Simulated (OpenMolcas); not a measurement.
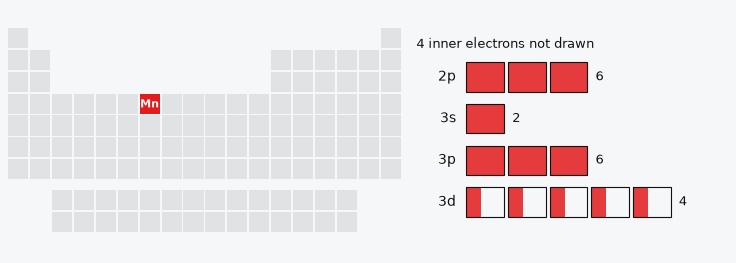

Fig. 1: Left, the place of manganese in the periodic table; right, the outer shells of the leading configuration of the lowest level: a box for each of the 2l + 1 orbitals, shaded by the share of the shell that is filled, with the electron count at the right.

Run report: Mn³⁺ complex, multiconfigurational calculation

System: Mn³⁺ with 6 ligands (H2O; octahedron, 2 Å), with no charges around it.
Method: state-averaged SS-CASPT2, IPEA shift 0.25, imaginary shift 0.1 hartree, closed shells 3s 3p of the metal and the valence shells of the ligands correlated, active space 4 electrons in the shell 3d, basis ANO-RCC-VDZP on the metal and ANO-RCC-VDZP on the ligands, DKH2 scalar Hamiltonian, spin-orbit coupling by RASSI with atomic mean-field integrals (OpenMolcas).

## The input
```
&GATEWAY
Coord
19

Mn 0.0 0.0 0.0
O 2.000000 0.000000 0.000000
H 2.576978 0.779741 0.000000
H 2.576978 -0.779741 0.000000
O 0.000000 2.000000 0.000000
H 0.000000 2.576978 0.779741
H 0.000000 2.576978 -0.779741
O -2.000000 0.000000 0.000000
H -2.576978 0.779741 0.000000
H -2.576978 -0.779741 0.000000
O 0.000000 -2.000000 0.000000
H 0.000000 -2.576978 0.779741
H 0.000000 -2.576978 -0.779741
O 0.000000 0.000000 2.000000
H 0.779741 0.000000 2.576978
H -0.779741 0.000000 2.576978
O 0.000000 0.000000 -2.000000
H 0.779741 0.000000 -2.576978
H -0.779741 0.000000 -2.576978
Basis=Mn.ANO-RCC-VDZP,H.ANO-RCC-VDZP,O.ANO-RCC-VDZP
Group=XYZ
NoMove
AngMom=0.0 0.0 0.0
AMFI
RICD
&SEWARD
&RASSCF
FileOrb=start.orb
Symmetry=1
Spin=5
nActEl=4 0 0
Inactive=18 21
Ras2=5 0
CIRoot=5 5 1
SDav=5
CIMx=300
Iter=150 100
PrWF=0.3
OrbListing=Nothing
MaxOrb=0
LevShft=1.0
>>> COPY $Project.JobIph JOB001
&RASSCF
FileOrb=start.orb
Symmetry=1
Spin=3
nActEl=4 0 0
Inactive=18 21
Ras2=5 0
CIRoot=45 45 1
SDav=45
CIMx=300
Iter=150 100
PrWF=0.3
OrbListing=Nothing
MaxOrb=0
LevShft=1.0
>>> COPY $Project.JobIph JOB002
&RASSCF
FileOrb=start.orb
Symmetry=1
Spin=1
nActEl=4 0 0
Inactive=18 21
Ras2=5 0
CIRoot=50 50 1
SDav=50
CIMx=300
Iter=150 100
PrWF=0.3
OrbListing=Nothing
MaxOrb=0
LevShft=1.0
>>> COPY $Project.JobIph JOB003
&RASSI
NrOfJobIphs=3 5 45 50
1 2 3 4 5
1 2 3 4 5 6 7 8 9 10 11 12 13 14 15 16 17 18 19 20 21 22 23 24 25 26 27
28 29 30 31 32 33 34 35 36 37 38 39 40 41 42 43 44 45
1 2 3 4 5 6 7 8 9 10 11 12 13 14 15 16 17 18 19 20 21 22 23 24 25 26 27
28 29 30 31 32 33 34 35 36 37 38 39 40 41 42 43 44 45 46 47 48 49 50
IphNames
JOB001
JOB002
JOB003
EJob
SpinOrbit
DIPRint=1.0
SOCoupling=1000.0
Subsets=2
Property=9
'ANGMOM' 1 'ANGMOM' 2 'ANGMOM' 3 'MLTPL  1' 1 'MLTPL  1' 2 'MLTPL  1' 3
'AMFI' 1 'AMFI' 2 'AMFI' 3
SOProperty=3
'ANGMOM' 1 'ANGMOM' 2 'ANGMOM' 3
>>> COPY JOB001 $Project.JobIph
&CASPT2
Multistate=5 1 2 3 4 5
NoMult
Frozen=5 6
IPEA=0.25
Imaginary=0.1
MaxIter=60
WThr=0.0 0.3 0.05
PrWF=0.5
NoMix
>>> COPY JOB002 $Project.JobIph
&CASPT2
Multistate=45 1 2 3 4 5 6 7 8 9 10 11 12 13 14 15 16 17 18 19 20 21 22
23 24 25 26 27 28 29 30 31 32 33 34 35 36 37 38 39 40 41 42 43 44 45
NoMult
Frozen=5 6
IPEA=0.25
Imaginary=0.1
MaxIter=60
WThr=0.0 0.3 0.05
PrWF=0.5
NoMix
>>> COPY JOB003 $Project.JobIph
&CASPT2
Multistate=50 1 2 3 4 5 6 7 8 9 10 11 12 13 14 15 16 17 18 19 20 21 22
23 24 25 26 27 28 29 30 31 32 33 34 35 36 37 38 39 40 41 42 43 44 45 46
47 48 49 50
NoMult
Frozen=5 6
IPEA=0.25
Imaginary=0.1
MaxIter=60
WThr=0.0 0.3 0.05
PrWF=0.5
NoMix
```

The file start.orb holds starting orbitals from an earlier step. A driver script formed the levels outside the program, from RASSI's spin-orbit matrix and the CASPT2 energies (for multi-state variants, the effective Hamiltonian), averaged over the components of each term or state. The log and the time are those of the CASPT2 step.

Command:
```bash
OMP_NUM_THREADS=1 MOLCAS_MEM=2457 MOLCAS_PROJECT=a pymolcas a.inp > a.log  # once for each step of the input, in one work folder
```

## Output (extracts)
```
--- CASPT2 ---
Orbital specifications:
      -----------------------

      Symmetry species                           1   2
                                                ag  au
      Frozen orbitals                            5   6
      Inactive orbitals                         13  15
      Active orbitals                            5   0
      Secondary orbitals                        64  70
      Deleted orbitals                           0   0
      Number of basis functions                 87  91
Type of calculation                        SS-CASPT2
      Fock operator                              state-specific
      IPEA shift                                 0.25
      Real shift                                 0.00
      Imaginary shift                            0.10
      The input orbitals will be transformed to quasi-canonical
Reference energy:       -1612.9974819650
      E2 (Non-variational):      -1.6370319753
      Shift correction:          -0.0012443823
      E2 (Variational):          -1.6382763576
      Total energy:           -1614.6357583226
      Residual norm:              0.0000005721
      Reference weight:           0.70994
      Contributions to the CASPT2 correlation energy
      Active & Virtual Only:         -0.0371682358
      One Inactive Excited:          -0.1889115822
      Two Inactive Excited:          -1.4109521573
Reference energy:       -1612.9974819650
      E2 (Non-variational):      -1.6369799966
      Shift correction:          -0.0012438962
      E2 (Variational):          -1.6382238928
      Total energy:           -1614.6357058578
      Residual norm:              0.0000005731
      Reference weight:           0.70996
      Contributions to the CASPT2 correlation energy
      Active & Virtual Only:         -0.0371684216
      One Inactive Excited:          -0.1888563947
      Two Inactive Excited:          -1.4109551804
::    CASPT2 Root  1     Total energy:  -1614.63575832
::    CASPT2 Root  2     Total energy:  -1614.63570586
::    CASPT2 Root  3     Total energy:  -1614.56770780
::    CASPT2 Root  4     Total energy:  -1614.56770781
::    CASPT2 Root  5     Total energy:  -1614.56770779
--- CASPT2 ---
Orbital specifications:
      -----------------------

      Symmetry species                           1   2
                                                ag  au
      Frozen orbitals                            5   6
      Inactive orbitals                         13  15
      Active orbitals                            5   0
      Secondary orbitals                        64  70
      Deleted orbitals                           0   0
      Number of basis functions                 87  91
Type of calculation                        SS-CASPT2
      Fock operator                              state-specific
      IPEA shift                                 0.25
      Real shift                                 0.00
      Imaginary shift                            0.10
      The input orbitals will be transformed to quasi-canonical
Reference energy:       -1612.9391084224
      E2 (Non-variational):      -1.6575721300
      Shift correction:          -0.0012755963
      E2 (Variational):          -1.6588477263
      Total energy:           -1614.5979561487
      Residual norm:              0.0000002413
      Reference weight:           0.70680
      Contributions to the CASPT2 correlation energy
      Active & Virtual Only:         -0.0414432013
      One Inactive Excited:          -0.1894663374
      Two Inactive Excited:          -1.4266625914
Reference energy:       -1612.9391084223
      E2 (Non-variational):      -1.6575435707
      Shift correction:          -0.0012754151
      E2 (Variational):          -1.6588189858
      Total energy:           -1614.5979274081
      Residual norm:              0.0000002426
      Reference weight:           0.70681
      Contributions to the CASPT2 correlation energy
      Active & Virtual Only:         -0.0414277480
      One Inactive Excited:          -0.1894574897
      Two Inactive Excited:          -1.4266583331
::    CASPT2 Root  1     Total energy:  -1614.59795615
::    CASPT2 Root  2     Total energy:  -1614.59792741
::    CASPT2 Root  3     Total energy:  -1614.59792918
::    CASPT2 Root  4     Total energy:  -1614.55055504
::    CASPT2 Root  5     Total energy:  -1614.55054865
::    CASPT2 Root  6     Total energy:  -1614.54895167
::    CASPT2 Root  7     Total energy:  -1614.54889642
::    CASPT2 Root  8     Total energy:  -1614.54896695
::    CASPT2 Root  9     Total energy:  -1614.54497072
::    CASPT2 Root 10     Total energy:  -1614.54424757
::    CASPT2 Root 11     Total energy:  -1614.54426461
::    CASPT2 Root 12     Total energy:  -1614.53748476
::    CASPT2 Root 13     Total energy:  -1614.53642185
::    CASPT2 Root 14     Total energy:  -1614.52136190
::    CASPT2 Root 15     Total energy:  -1614.52143649
::    CASPT2 Root 16     Total energy:  -1614.49092113
::    CASPT2 Root 17     Total energy:  -1614.49088340
::    CASPT2 Root 18     Total energy:  -1614.49107440
::    CASPT2 Root 19     Total energy:  -1614.48349977
::    CASPT2 Root 20     Total energy:  -1614.48344487
::    CASPT2 Root 21     Total energy:  -1614.48347987
::    CASPT2 Root 22     Total energy:  -1614.47931262
::    CASPT2 Root 23     Total energy:  -1614.47933188
::    CASPT2 Root 24     Total energy:  -1614.47932878
::    CASPT2 Root 25     Total energy:  -1614.45688213
::    CASPT2 Root 26     Total energy:  -1614.45688046
::    CASPT2 Root 27     Total energy:  -1614.45683069
::    CASPT2 Root 28     Total energy:  -1614.46083850
::    CASPT2 Root 29     Total energy:  -1614.46082869
::    CASPT2 Root 30     Total energy:  -1614.47158462
--- CASPT2 ---
Orbital specifications:
      -----------------------

      Symmetry species                           1   2
                                                ag  au
      Frozen orbitals                            5   6
      Inactive orbitals                         13  15
      Active orbitals                            5   0
      Secondary orbitals                        64  70
      Deleted orbitals                           0   0
      Number of basis functions                 87  91
Type of calculation                        SS-CASPT2
      Fock operator                              state-specific
      IPEA shift                                 0.25
      Real shift                                 0.00
      Imaginary shift                            0.10
      The input orbitals will be transformed to quasi-canonical
Reference energy:       -1612.8860806758
      E2 (Non-variational):      -1.6711543948
      Shift correction:          -0.0012891549
      E2 (Variational):          -1.6724435497
      Total energy:           -1614.5585242255
      Residual norm:              0.0000005750
      Reference weight:           0.70436
      Contributions to the CASPT2 correlation energy
      Active & Virtual Only:         -0.0429548406
      One Inactive Excited:          -0.1976626441
      Two Inactive Excited:          -1.4305369101
Reference energy:       -1612.8860806757
      E2 (Non-variational):      -1.6710103068
      Shift correction:          -0.0012878705
      E2 (Variational):          -1.6722981772
      Total energy:           -1614.5583788529
      Residual norm:              0.0000005476
      Reference weight:           0.70441
      Contributions to the CASPT2 correlation energy
      Active & Virtual Only:         -0.0428942841
      One Inactive Excited:          -0.1976161017
      Two Inactive Excited:          -1.4304999210
::    CASPT2 Root  1     Total energy:  -1614.55852423
::    CASPT2 Root  2     Total energy:  -1614.55837885
::    CASPT2 Root  3     Total energy:  -1614.55848734
::    CASPT2 Root  4     Total energy:  -1614.55050399
::    CASPT2 Root  5     Total energy:  -1614.55065684
::    CASPT2 Root  6     Total energy:  -1614.53531655
::    CASPT2 Root  7     Total energy:  -1614.50806985
::    CASPT2 Root  8     Total energy:  -1614.51036855
::    CASPT2 Root  9     Total energy:  -1614.51018323
::    CASPT2 Root 10     Total energy:  -1614.51020054
::    CASPT2 Root 11     Total energy:  -1614.50206606
::    CASPT2 Root 12     Total energy:  -1614.50200037
::    CASPT2 Root 13     Total energy:  -1614.50189564
::    CASPT2 Root 14     Total energy:  -1614.49137580
::    CASPT2 Root 15     Total energy:  -1614.49128346
::    CASPT2 Root 16     Total energy:  -1614.44294558
::    CASPT2 Root 17     Total energy:  -1614.44297107
::    CASPT2 Root 18     Total energy:  -1614.44246565
::    CASPT2 Root 19     Total energy:  -1614.44228205
::    CASPT2 Root 20     Total energy:  -1614.44262090
::    CASPT2 Root 21     Total energy:  -1614.44631382
::    CASPT2 Root 22     Total energy:  -1614.42872578
::    CASPT2 Root 23     Total energy:  -1614.42873397
::    CASPT2 Root 24     Total energy:  -1614.42874064
::    CASPT2 Root 25     Total energy:  -1614.42966679
::    CASPT2 Root 26     Total energy:  -1614.42968028
::    CASPT2 Root 27     Total energy:  -1614.42988267
::    CASPT2 Root 28     Total energy:  -1614.42148409
::    CASPT2 Root 29     Total energy:  -1614.39712558
::    CASPT2 Root 30     Total energy:  -1614.39696996
```

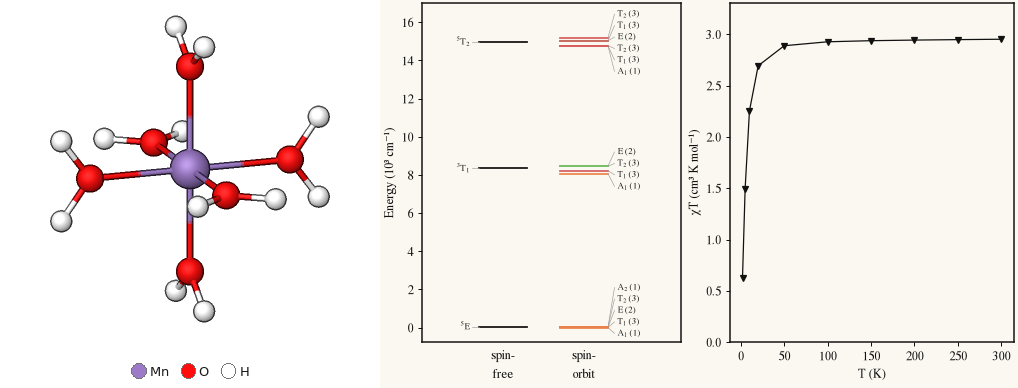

Fig. 2: Mn³⁺ (3d⁴) with 6 ligands, H₂O, at 2 Å (arrangement: octahedron, Th), and its levels and susceptibility. Labels give the representation in O, Td, D4 or D3 as the site allows (double group for half-integer spin) where it could be assigned and, in brackets, the degeneracy; spin-free states, where drawn, share the zero of the spin-orbit levels. Powder susceptibility by Van Vleck's formula. The ground level is A₁, non-degenerate, 100 % from states of spin multiplicity 5. The next level lies at 13 cm⁻¹ (T₁). The lowest spin-free state is ⁵E; of the same spin there follows at 14,900 cm⁻¹ (⁵T₂) above it. χT is 0.630 cm³ K mol⁻¹ at 2 K and 2.95 at 300 K, an effective moment of 4.86 μB.

## Key numbers

- outcome: converged; degenerate states are split by up to 330 cm⁻¹
- energy of the lowest spin-free term: −1614.63573 hartree
- energy of the lowest spin-orbit level: −1614.63599 hartree
- CASPT2 correlation energy: −1.6383 hartree
- largest spread among components of a term: 330.2 cm⁻¹
- lowest reference weight: 0.691
- hardware: 1 thread of Arm Neoverse V1, 24 GiB of memory available, shared host
- wall time: 12 min
- peak memory: 0.18 GiB

## Notes

The components of ³T1, which symmetry makes degenerate, are split by 330 cm⁻¹ in CASPT2, and those of 8 more by over 50 cm⁻¹. This is an artefact; the levels of such states rest on averages and are uncertain by about as much. Limits: orbital doublet at a regular site, Jahn-Teller distortion not allowed for; small active space favours high spin, ground spin may be wrong; distances are set from ionic radii, not optimised.
